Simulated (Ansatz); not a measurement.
The reference is Al in the fcc (Cu type) structure (space group Fm-3m, No. 225; a = 3.9839 Å; relaxed with 0.1 eV smearing). Axes: x, y, z lie along the cube axes.

Structures relaxed with LDA, PAW, 420 eV (Ansatz, a quantum-chemistry and plane-wave program; scalar-relativistic without spin-orbit coupling).

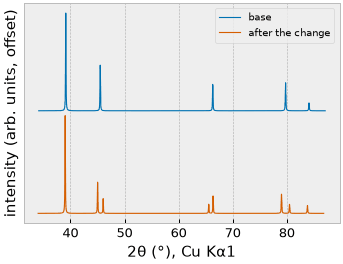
Simulated powder patterns before (top) and after one change

**Question.** Which change produced these results?
A. biaxial strain −2.00 %, plane normal [001], relaxed out of plane
B. biaxial strain −2.50 %, plane normal [001], relaxed out of plane
C. biaxial strain −1.50 %, plane normal [001], relaxed out of plane
D. biaxial strain +1.00 %, plane normal [001], relaxed out of plane

**Answer.** D, biaxial strain +1.00 %, plane normal [001], relaxed out of plane. Its volume per atom is 15.94 Å³ against 15.81 Å³, and its space group is I4/mmm (No. 139).

No phonon test of stability was made.
